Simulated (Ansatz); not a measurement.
**CH4BGa: ionisation energy by level of theory**

How much energy removes an electron from CH4BGa at fixed geometry? The cation is run at each level and the neutral's energy taken from earlier runs.

Method: unrestricted cation, the program's frozen cores in correlated methods; program: Ansatz 0.2.0, Gaussian basis.

The runs, in order: UKS PBE-D4/def2-TZVPP; UKS r2SCAN-D4/def2-TZVPP; UKS PBE0-D4/def2-TZVPP; UKS B3LYP-D4/def2-TZVPP; UKS wB97X-V/def2-TZVPP; UKS wB97M-V/def2-TZVPP; UKS B2PLYP/def2-TZVPP; UHF-CCSD(T)/def2-TZVPP; UHF-MP2/def2-QZVPP; extrapolation to the limit; then −ε(HOMO) from the neutral's earlier runs with LDA (SPW92), PBE-D4, revPBE-D4, BLYP-D4, r2SCAN-D4, B97M-V, PBE0-D4, B3LYP-D4, r2SCANh-D4, r2SCAN0-D4, HSE06-D4, BHLYP-D4, CAM-B3LYP-D4, LC-ωPBE, ωB97X-V, ωB97M-V.

**1. The relaxed structure**

All runs share one geometry, relaxed beforehand with PBE0-D4 in a triple-zeta def2 set.

7 atoms, charge 0, spin multiplicity 1.

Atoms are counted from 1 here; the program's logs count them from 0.

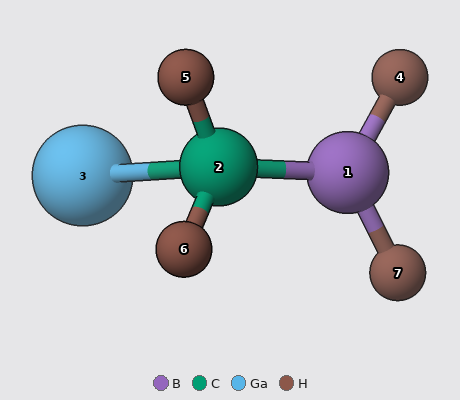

The geometry (boron purple, carbon teal, gallium blue, hydrogen brown); atoms are numbered from 1 in the order of the file.

**2. Cation, UKS PBE-D4/def2-TZVPP**

Contents of in.yaml:

```yaml
crystal:
  periodic: [false, false, false]
  atoms:
    - {symbol: B, position_ang: [-0.645779, -0.425678, -0.553909]}
    - {symbol: C, position_ang: [0.171649, 0.487555, 0.304691]}
    - {symbol: Ga, position_ang: [1.936691, -0.515015, 0.836918]}
    - {symbol: H, position_ang: [-1.411669, -1.211850, -0.063169]}
    - {symbol: H, position_ang: [-0.164611, 0.702185, 1.327037]}
    - {symbol: H, position_ang: [0.655340, 1.359822, -0.153051]}
    - {symbol: H, position_ang: [-0.480421, -0.465019, -1.744117]}
basis:
  gaussian: {orbitals: def2-TZVPP}
total_charge: 1
magnetization: {spin_polarized: true, initial_magnetization: 1}
hamiltonian: {xc: pbe, dispersion: d4}
```

On the command line:

```sh
> ansatz run in.yaml --threads 2 --pin off --events-out ev --progress --plain --max-ram 4352MiB
```

Further steps of the session: Cation, UKS r2SCAN-D4/def2-TZVPP; Cation, UKS PBE0-D4/def2-TZVPP; Cation, UKS B3LYP-D4/def2-TZVPP; Cation, UKS wB97X-V/def2-TZVPP; Cation, UKS wB97M-V/def2-TZVPP; Cation, UKS B2PLYP (frozen core)/def2-TZVPP; Cation, UHF-CCSD(T)/def2-TZVPP; Cation, UHF-MP2/def2-QZVPP.

**Question.** What will the summary of the whole plan be? Wanted: ionisation energy, CCSD(T)/CBS; nearest functional by difference; nearest −ε(HOMO); −ε(HOMO) of PBE; T1 of the cation.

As calculated:

| quantity | value |
| --- | --- |
| ionisation energy, CCSD(T)/CBS | 8.47 eV |
| nearest functional by difference | B3LYP-D4 (-0.10 eV) |
| nearest −ε(HOMO) | ωB97X-V (-0.16 eV) |
| −ε(HOMO) of PBE | 5.40 eV |
| T1 of the cation | 0.015 |

Energy differences with functionals land within 0.21 eV of the reference. The PBE orbital energy is 3.1 eV too small: a semilocal HOMO is no ionisation energy. Among orbital estimates ωB97X-V comes nearest. Hartree-Fock falls 1.40 eV short, as the neutral has more correlation energy than the cation. Correlated methods include outer-core shells of Ga, which these sets cover unevenly. With outer-core shells in play the reference is unsure by up to some tenths of an eV, so close misses can't be ranked.
